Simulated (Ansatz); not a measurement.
**Quasiparticle gap of KBr (Fm-3m)**

How far does one-shot GW move the PBE gap of KBr (Fm-3m)?

Program: Ansatz 0.2.0. Level of theory: PBE, then G0W0 on it, plane waves, PAW. Results are calculated unless marked as measured.

## (1) Starting point

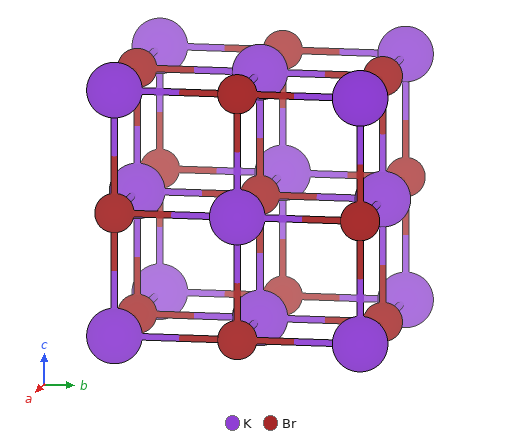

The starting structure, seen slightly off an axis (potassium purple, bromine red). This picture shows the conventional cell, with its axes. Some periodic images of atoms are drawn too.

As a file:

```cif
data_structure
_symmetry_space_group_name_H-M 'Fm-3m'
_symmetry_Int_Tables_number 225
_cell_length_a 6.6000
_cell_length_b 6.6000
_cell_length_c 6.6000
_cell_angle_alpha 90.000
_cell_angle_beta 90.000
_cell_angle_gamma 90.000
_cell_volume 287.50
loop_
_atom_site_label
_atom_site_type_symbol
_atom_site_symmetry_multiplicity
_atom_site_Wyckoff_symbol
_atom_site_fract_x
_atom_site_fract_y
_atom_site_fract_z
_atom_site_occupancy
K1 K 4 a 0.00000 0.00000 0.00000 1
Br1 Br 4 b 0.50000 0.00000 0.00000 1
```

The cell and positions come from the Crystallography Open Database and are kept as given unless a step says otherwise. The default PAW set here is soft_2. Its files were made with PBE.

## (2) The PBE band structure

Levels along a band path and on the mesh show where this functional puts the band edges.

This step: DFT, PBE, plane waves, PAW.

Input file input.yaml:

```yaml
crystal:
  lattice:
    - [0.0, 3.3, 3.3]
    - [3.3, 0.0, 3.3]
    - [3.3, 3.3, 0.0]
  atoms:
    - { symbol: K, position: [0.0, 0.0, 0.0] }
    - { symbol: Br, position: [0.5, 0.5, 0.5] }
kpoints:
  mp_grid: { grid: [6, 6, 6] }
  band_path:
    path:
      - [[0.0, 0.0, 0.0], [0.5, 0.0, 0.5], [0.625, 0.25, 0.625]]
      - [[0.375, 0.375, 0.75], [0.0, 0.0, 0.0], [0.5, 0.5, 0.5], [0.5, 0.25, 0.75], [0.5, 0.0, 0.5]]
    npoints: 10
hamiltonian:
  xc: pbe
scf:
  occupations: { method: fermi_dirac, width: 0.02 }
  n_extra_bands: 4
output:
  eigenvalues: true
  write_density: true
  write_potential: true
  elf: true
  volumetric_format: npy
```

Started as:

```bash
$ ansatz run input.yaml --threads 3 --pin off --max-ram 92160MiB --backend cuda --events-out ev --progress --plain --runs-dir out --devices 1 --max-vram 13GiB
```

Numbers of over 12 decimals in the logs are rounded to 6 here.

Log:

```text
scf.n_extra_bands = 4 over 8 filled bands (N_el = 16.0): the run solves 12 bands
GPUs: using 1 of 1 available (devices: 1).
Engine: ansatz 0.2.0, x86_64-unknown-linux-gnu
Pseudopotentials: kind: paw
Pseudopotential: K, paw, valence charge 9, recommended cutoff 420 eV (normal), K.paw.azcp
Pseudopotential: Br, paw, valence charge 7, recommended cutoff 420 eV (normal), Br.paw.azcp
Functional definition: PBE
  parameter kappa = 0.804
  parameter beta = 0.066725
  exchange = pbe_x(kappa = kappa, mu = beta*pi^2/3)
  correlation = pbe_c(beta = beta)
device memory: the entry about to start is reckoned to put 0.7 GiB on a device that reports 66.0 GiB free (of which the cap on the GPU budget leaves the run 13.0 GiB)
GPU FFT provider: cuFFT
GPU libraries: cuBLAS 13.8.2, cuFFT 12.4.0, cuSOLVER 12.3.4
Crystal: 2 atoms, lattice volume = 71.874 Å³
Basis set: ecut = 420 eV, 1411 PW (Γ)
Bands: 12, of which v1, the nominal top of the filled ones, is band 8 counted from 1 (7 counted from 0)
Symmetry: 48 space group operations
Space group: Fm-3m (ITA 225), of the structure as read, at distance tolerance 4.2e-5 Å
k-points: 16 of 216
Non-local potential: K, projectors of the file, l = 0: 3, l = 1: 2, l = 2: 2
Non-local potential: Br, projectors of the file, l = 0: 2, l = 1: 2, l = 2: 2
PAW form: soft (Blöchl's): semilocal exchange-correlation on the pseudo side does not see the compensation charge
PAW one-centre angular grid: K, 110 points (default); XC on 64 Gauss nodes
PAW one-centre angular grid: Br, 110 points (default); XC on 64 Gauss nodes
Initial density: superposition of atomic densities (neutral atoms: chi_scale 0, normalization atom), corrected by the library's trained network
Initial wavefunctions: pseudopotential atomic-orbital guess
GPU buffer pool allocated for 32768 grid points (all kernels)
GPU transforms: local potential and band sums: pruned to the plane-wave sphere, on 30×32×32
Functional: x = pbe(κ = 0.804, μ = 0.219515), c = pbe(β = 0.066725)
SCF iter   1: F=—  HF=-4324.496841 eV  |F-HF|=—  |Δ(HF+E_count)|=         —  Δρ=1.69e-4  dr2=1.12e-5  ethr=1.77e-3  ⟨swp⟩=6.4  Hψ=1298  notcnv=0
preconditioner: auto → none  [insulator: Δε(μ)=4.426 eV  Ē_g=14.771 eV  σ=0.020 eV  W_gap=1.00  n_scr=14 (ndim 8)  ℏωp=16.4 eV  f_vac=0.056  D(μ)=0.00/eV (n_scr^D=0)  ε∞_Penn≈2.2]
SCF iter   2: F=—  HF=-4324.496620 eV  |F-HF|=—  |Δ(HF+E_count)|=   2.20e-4  Δρ=2.55e-4  dr2=8.36e-5  ethr=7.03e-8  ⟨swp⟩=3.4  Hψ=642  notcnv=0
SCF iter   3: F=—  HF=-4324.496605 eV  |F-HF|=—  |Δ(HF+E_count)|=   1.59e-5  Δρ=1.44e-4  dr2=2.51e-5  ethr=7.03e-8  ⟨swp⟩=2.0  Hψ=304  notcnv=0
SCF iter   4: F=—  HF=-4324.496606 eV  |F-HF|=—  |Δ(HF+E_count)|=   1.89e-6  Δρ=3.69e-5  dr2=1.62e-6  ethr=7.03e-8  ⟨swp⟩=2.0  Hψ=304  notcnv=0
SCF iter   5: F=—  HF=-4324.496606 eV  |F-HF|=—  |Δ(HF+E_count)|=   3.20e-7  Δρ=1.60e-5  dr2=3.14e-7  ethr=1.01e-8  ⟨swp⟩=2.0  Hψ=238  notcnv=0
SCF iter   6: F=-4324.496606 eV  HF=-4324.496606 eV  |F-HF|=6.13e-8  |Δ(HF+E_count)|=   9.24e-8  Δρ=7.62e-6  dr2=7.37e-8  ethr=6.25e-10  ⟨swp⟩=1.0  Hψ=526  notcnv=0
SCF 1 converged in 6 iterations: F = -4324.496606 eV  dr2 = 7.37e-8
  greatest PAW one-centre occupation: 0.987 electrons in one spin orbital (limit 2), on the K atom at site 0 (counted from 0), in its partial waves of l = 0
device memory: the entry about to start is reckoned to put 1.0 GiB on a device that reports 64.5 GiB free (of which the cap on the GPU budget leaves the run 13.0 GiB)
NSCF: frozen V_eff on 62 k-points, pencils in batches of 32, up to order 56
SCF converged after 6 iterations
Free energy (F): -4324.496606 eV
Harris-Foulkes:  -4324.496606 eV  (|F-HF|=6.13e-8)
Internal energy: -4324.496606 eV  (E = F + TS)
E sigma→0 (E₀):  -4324.496606 eV
Fermi energy:    3.298836 eV
--- Per-component energies (eV) ---
  E_band       = -133.512535
  E_kinetic    = 388.473532
  E_local      = -838.837861  (includes V_loc(G=0)·N_el)
  E_nonlocal   = 82.864901
  E_hartree    = 272.000585
  E_xc         = -400.626087
  E_vxc        = -269.646362  (∫ρ·V_xc dr)
  E_paw        = -3028.385826  (= ΣΔE_a)
  E_vpaw       = -40.364717  (= ΣTr[D̂ρ^β])
  E_aug_tail   = -0.000004  (compensation charges beyond the density's cutoff)
  E_ewald      = -799.985846
  E_smearing   = -0.000000  (= −TS)
  E_closure    = 0.000000  (closes the sum)
  Σ components = -4324.496606   (vs F -4324.496606, Δ=0.00e0)
--- Band table (eV; the first three rows and the last of 16) ---
  k-point 0: bands = [... 4 lower, -10.1841, 1.0689, 1.0689, 1.0689, 5.5046, 8.6735, 8.6735, 8.6735]
  k-point 1: bands = [... 4 lower, -10.1156, 0.7036, 0.9803, 0.9803, 6.1605, 8.5336, 8.9963, 8.9963]
  k-point 2: bands = [... 4 lower, -9.9925, 0.1311, 0.8139, 0.8139, 7.2681, 8.7874, 9.8578, 9.8578]
  k-point 15: bands = [... 4 lower, -10.1192, 0.3623, 0.5928, 0.6211, 7.6652, 8.9937, 9.3619, 10.2985]
```

It took 9.4 s on 1 × NVIDIA H100 80GB HBM3 (shared by 6 runs) with 3 threads of AMD EPYC 7R13 (Zen 3), shared host; peak memory 0.91 GiB.

In the SCF lines HF is the Harris–Foulkes energy and dr2 the Hartree energy of the density residual, in eV; the loop may stop once dr2 is under the threshold and the program's other checks hold. Hψ counts applications of the Hamiltonian.

Numbers from this step:

```
filled bands         : 8
gap                  : 4.436 eV
valence top at       : Γ
conduction bottom at : Γ
least direct gap     : 4.436 eV
```

Over mesh and path the gap is 4.436 eV, direct, at k = Γ.

The electronic bands at the labelled points (eV, zero at the top of the highest nominally filled band; v1 is the highest filled band, c1 the lowest empty one):

| point | v4 | v3 | v2 | v1 | c1 | c2 | c3 | c4 |
| --- | --- | --- | --- | --- | --- | --- | --- | --- |
| Γ | -11.25 | 0.00 | 0.00 | 0.00 | 4.44 | 7.60 | 7.60 | 7.60 |
| X | -11.29 | -0.81 | -0.29 | -0.29 | 5.87 | 7.20 | 9.35 | 9.51 |
| U | -11.18 | -0.69 | -0.64 | -0.33 | 6.59 | 8.16 | 8.46 | 9.16 |
| jump to K | -11.18 | -0.69 | -0.64 | -0.33 | 6.59 | 8.16 | 8.46 | 9.16 |
| Γ | -11.25 | 0.00 | 0.00 | 0.00 | 4.44 | 7.60 | 7.60 | 7.60 |
| L | -11.00 | -1.18 | -0.33 | -0.33 | 6.59 | 8.23 | 9.74 | 9.74 |
| W | -11.16 | -0.59 | -0.59 | -0.54 | 7.39 | 7.39 | 8.26 | 8.99 |
| X | -11.29 | -0.81 | -0.29 | -0.29 | 5.87 | 7.20 | 9.35 | 9.51 |

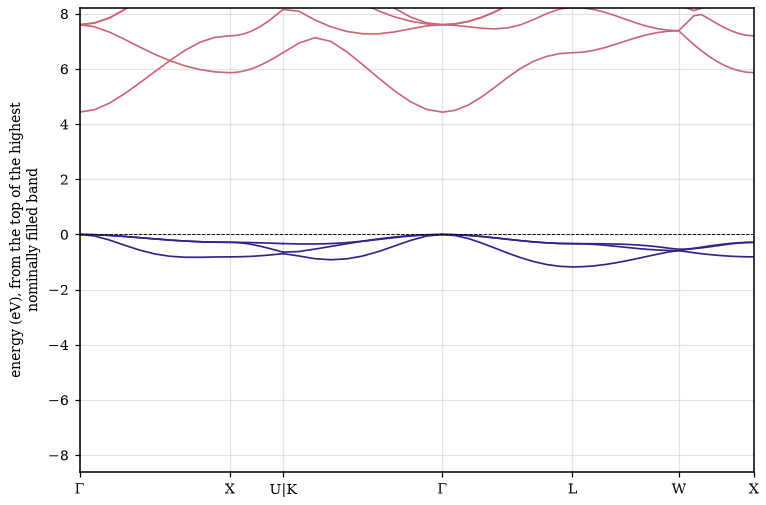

Electronic bands along the path; lines of filled and empty bands in two colours.

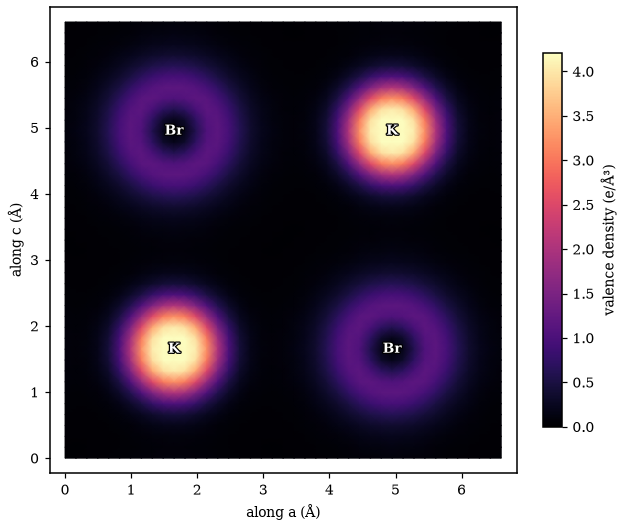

Valence density in the ac plane of the conventional cell at fractional y = 0.000, with atoms of K and Br within 0.2 Å of it. It is the smooth field of the valence electrons, not physical close to the nuclei. The map starts off the cell's origin, so that atoms lie inside it.

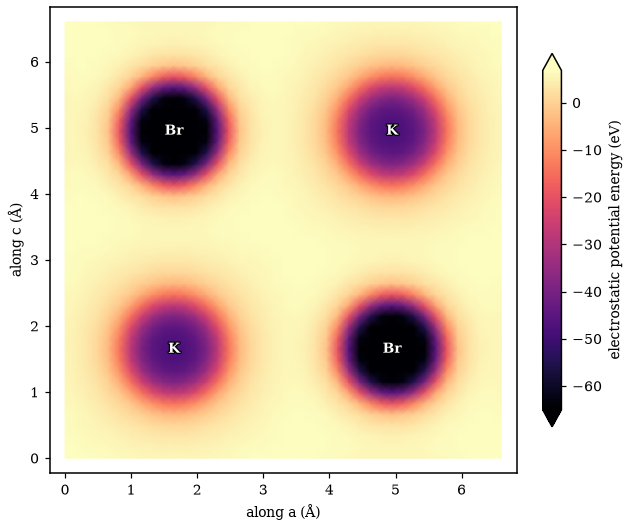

Electrostatic potential energy in the ac plane of the conventional cell at fractional y = 0.000, with atoms of K and Br within 0.2 Å of it. With pseudopotentials it is smooth inside the atoms' cores, unlike the true potential. The map starts off the cell's origin, so that atoms lie inside it.

## (3) The quasiparticle correction

G0W0 replaces the xc potential by a self-energy built once from the orbitals of the start. Levels are corrected in the window of bands that the input names, at points of the mesh.

This step: G0W0 on PBE, plane waves, PAW.

input.yaml, the sections that differ from step 2:

```yaml
kpoints:
  mp_grid: { grid: [4, 4, 4] }
scf:
  occupations: { method: fixed }
gw:
  n_empty_bands: 461
  ecut_chi: 200.0
  qp_bands: [v2, c2]
  qp_kpoints: band_edges
  screening: { model: contour_deformation }
# crystal, hamiltonian: as in step 2
# output: removed
```

Log:

```text
GPUs: using 1 of 1 available (devices: 1).
[...]
GPU FFT provider: cuFFT
GPU libraries: cuBLAS 13.8.2, cuFFT 12.4.0, cuSOLVER 12.3.4
Crystal: 2 atoms, lattice volume = 71.874 Å³
Basis set: ecut = 420 eV, 1411 PW (Γ)
Bands: 12, of which v1, the nominal top of the filled ones, is band 8 counted from 1 (7 counted from 0)
Symmetry: 48 space group operations
[...]
k-points: 8 of 64
[...]
GPU buffer pool allocated for 32768 grid points (all kernels)
[...]
SCF iter   1: F=—  HF=-4324.496265 eV  |F-HF|=—  |Δ(HF+E_count)|=         —  Δρ=1.75e-4  dr2=1.22e-5  ethr=1.77e-3  ⟨swp⟩=5.2  Hψ=526  notcnv=0  defer=13
[...]
SCF iter   6: F=-4324.496178 eV  HF=-4324.496178 eV  |F-HF|=1.43e-8  |Δ(HF+E_count)|=   5.30e-8  Δρ=3.82e-6  dr2=1.70e-8  ethr=6.25e-10  ⟨swp⟩=6.6  Hψ=410  notcnv=0
SCF 1 converged in 6 iterations: F = -4324.496178 eV  dr2 = 1.70e-8
[...]
NSCF: frozen V_eff on 8 k-points
the band table was solved once the SCF had ended and its energy, with any forces and stress, was formed, with the checks that follow a solve (680 applications of the Hamiltonian). They found nothing against the state; the energy, forces and stress were not computed again (output.eigenvalues in the input reference)
[...]
G₀W₀ screening: q 1/8
[... further progress lines ...]
[...]
SCF converged after 6 iterations
Free energy (F): -4324.496178 eV
[...]
Internal energy: -4324.496178 eV  (E = F + TS)
E sigma→0 (E₀):  -4324.496178 eV
Fermi energy:    1.069751 eV
[...]
--- Band table (eV; the first three rows and the last of 8) ---
  k-point 0: bands = [... 4 lower, -10.1843, 1.0698, 1.0698, 1.0698, 5.5050, 8.6736, 8.6736, 8.6736]
  k-point 1: bands = [... 4 lower, -10.0522, 0.3989, 0.8962, 0.8962, 6.7570, 8.5566, 9.3724, 9.3724]
  k-point 2: bands = [... 4 lower, -9.9357, -0.1081, 0.7362, 0.7362, 7.6587, 9.3032, 10.8050, 10.8050]
  k-point 7: bands = [... 4 lower, -10.0884, 0.4832, 0.4832, 0.5329, 8.4558, 8.4558, 9.3300, 10.0633]
--- G₀W₀: contour deformation, 6 samples at zero and on the imaginary axis and 2 off it, 64 q-points, 461 empty bands' worth ---
  eigenvalues of the whole cell's RPA ε∞ on this k-mesh (on a slab, of 1 + 4πα/V) = 2.3638, 2.3638, 2.3638; static W/v taken at q = 0 is 0.423048
  bands read: the sum over 469 bands ends inside a degenerate multiplet in 1 slot, whose members it reads at an even weight; the widest, k=2: bands 469 to 470 (counted from 1) at 1/2 each
  gw.qp_kpoints: band_edges: 8 of 8 stored k-points solved, in 1 pass; an edge of the gap read off the rows below is read off those points alone
    ik  band        ε_KS         Σx   Σc(E_QP)       V_xc       Z   E_QP_lin       E_QP  E_QP is
     0     7      1.0698   -19.4660     1.8502   -15.5675  0.8022    -1.0376    -0.9785  root
     0     8      1.0698   -19.4660     1.8502   -15.5675  0.8022    -1.0376    -0.9785  root
     0     9      5.5050    -4.2690    -3.0270    -7.8620  0.8592     6.0736     6.0710  root
     0    10      8.6736    -4.0613    -3.4353    -8.7418  0.8488     9.9352     9.9189  root
     1     7      0.8962   -19.1441     1.8819   -15.2047  0.8013    -1.2230    -1.1613  root
     1     8      0.8962   -19.1441     1.8819   -15.2047  0.8013    -1.2230    -1.1613  root
     1     9      6.7570    -4.8953    -3.1218    -8.6363  0.8520     7.3796     7.3762  root
     1    10      8.5566    -4.2302    -3.3657    -8.5939  0.8454     9.5655     9.5546  root
     2     7      0.7362   -18.8863     1.9185   -14.8992  0.8003    -1.3969    -1.3324  root
     2     8      0.7362   -18.8863     1.9185   -14.8992  0.8003    -1.3969    -1.3324  root
     2     9      7.6587    -3.7575    -3.0745    -7.4140  0.8529     8.2440     8.2407  root
     2    10      9.3032    -5.6959    -3.6475   -10.3870  0.8295    10.3616    10.3467  root
     3     7      0.9078   -19.2360     1.8885   -15.2794  0.8016    -1.2223    -1.1602  root
     3     8      0.9078   -19.2360     1.8885   -15.2794  0.8016    -1.2223    -1.1602  root
     3     9      6.9709    -4.9582    -3.2007    -8.8629  0.8511     7.6794     7.6749  root
     3    10      7.6016    -3.4104    -3.1850    -7.5307  0.8541     8.5453     8.5369  root
     4     7      0.6073   -18.7333     1.9519   -14.6876  0.8002    -1.5541    -1.4865  root
     4     8      0.7602   -19.0127     1.9236   -15.0109  0.8006    -1.3829    -1.3181  root
     4     9      7.7249    -3.7340    -3.1745    -7.7379  0.8520     8.5609     8.5542  root
     4    10      8.6410    -5.0573    -3.4214    -9.3377  0.8410     9.5083     9.5000  root
     5     7      0.6674   -18.8161     1.9359   -14.7877  0.8010    -1.4915    -1.4251  root
     5     8      0.7483   -18.9241     1.9174   -14.9381  0.8003    -1.3847    -1.3203  root
     5     9      7.9611    -4.9465    -3.2793    -8.9625  0.8455     8.7035     8.6979  root
     5    10      8.5337    -4.2013    -3.3172    -8.4222  0.8448     9.4463     9.4373  root
     6     7      0.7846   -19.1414     1.9295   -15.1236  0.8009    -1.3686    -1.3036  root
     6     8      0.7846   -19.1414     1.9295   -15.1236  0.8009    -1.3686    -1.3036  root
     6     9      6.9357    -3.2571    -3.0595    -7.1448  0.8572     7.7700     7.7639  root
     6    10      8.2706    -4.3493    -3.3580    -8.5692  0.8518     9.1395     9.1325  root
     7     7      0.4832   -18.6170     1.9898   -14.5097  0.8000    -1.7051    -1.6343  root
     7     8      0.5329   -18.5711     1.9615   -14.5149  0.7993    -1.6309    -1.5618  root
     7     9      8.4558    -4.2249    -3.3191    -8.4629  0.8450     9.3840     9.3747  root
     7    10      8.4558    -4.2249    -3.3191    -8.4629  0.8450     9.3840     9.3747  root
```

It took 17 s on 1 × NVIDIA H100 80GB HBM3 (shared by 6 runs) with 3 threads; peak memory 1.4 GiB.

This step gave:

```
bands summed                                    : 469
RPA ε∞ on this mesh (eigenvalues)               : 2.364, 2.364, 2.364
plane waves in the screening matrix             : 459
q-points in the mesh                            : 64
G0W0 gap over the corrected points              : 7.050 eV
k of the valence top                            : 0, 0, 0
k of the conduction bottom                      : 0, 0, 0
starting gap on the mesh                        : 4.435 eV
Z at the valence top                            : 0.8022
Z at the conduction bottom                      : 0.8592
least direct G0W0 gap over the corrected points : 7.050 eV
```

Over all 8 irreducible mesh points the G0W0 gap is 7.050 eV, direct, at k = Γ. The PBE gap of this run on the mesh is 4.435 eV. The two states that bound the G0W0 gap lie that far apart at the start, so the correction of the gap is 7.050 − 4.435 = +2.615 eV. The start of this run differs from the step before in mesh (6×6×6 and 4×4×4).

Labels follow the order of the start: v1 is the top filled band, c1 the lowest empty one; levels that stay degenerate share a row, the window can cut a multiplet, doubted levels are not marked in this list, bands outside the window were not corrected, and the list may be a part of the corrected levels. Levels before and after the correction, in eV, zero at the valence-band top of each column:

|  | conduction bottom | valence top |
| --- | --- | --- |
| Kohn-Sham | 4.44 | 0.00 |
| G0W0 | 7.05 | 0.00 |

|  | level | occupation | energy (eV) |
| --- | --- | --- | --- |
| Kohn-Sham | Γ v2-v1 | 2 | 0.000 |
| Kohn-Sham | Γ c1 | 0 | 4.435 |
| Kohn-Sham | Γ c2 | 0 | 7.604 |
| G0W0 | Γ v2-v1 | 2 | 0.000 |
| G0W0 | Γ c1 | 0 | 7.050 |
| G0W0 | Γ c2 | 0 | 10.897 |

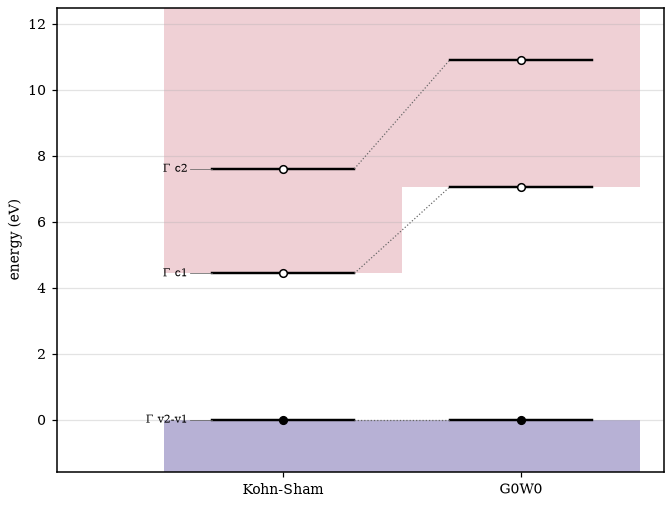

Levels before and after the correction. Shaded: valence and conduction bands. Filled marks are occupied levels, open marks empty ones.

The parts of the quasiparticle energy for the two states that bound the G0W0 gap, in eV on the run's own scale (QP = start + Σx + Σc − Vxc, with Σc at the quasiparticle energy):

| edge | k | band | start | Σx | Σc | Vxc | Z | QP |
| --- | --- | --- | --- | --- | --- | --- | --- | --- |
| valence top | Γ | 7 | 1.070 | −19.466 | 1.850 | −15.568 | 0.802 | −0.979 |
| conduction bottom | Γ | 9 | 5.505 | −4.269 | −3.027 | −7.862 | 0.859 | 6.071 |

(Part 1 of 2 ends here.)

[Paths, hosts, dates, memory and timing lines, banners, echoed tables and standing remarks are left out of the program output.]

[Logs are printed without paths, hosts, clocks, repeated set-up lines and the standing remarks that a program may print on its own settings, such as how far it seeks lower states.]

[Runs of the session that timed out or met a known fault of the program may be left out.]

[Cells called generated may have been cut or substituted from an entry of the Crystallography Open Database or the Materials Project.]

[Hosts, paths, dates, database ids (printed as entryN), source tags and the programs' standing remarks are cut or masked in the printed files.]

[Where an RPA ε∞ is given, it is that of the G0W0 mesh and is not shown converged in it. Names of k-points follow the symmetry that the program found, which can be lower than the space group named. Band edges on a path are those of the sampled points; other points can move an edge, and change direct to indirect where valleys lie close.]

[Hybrid gaps are those of their k-mesh and are not shown converged in it.]
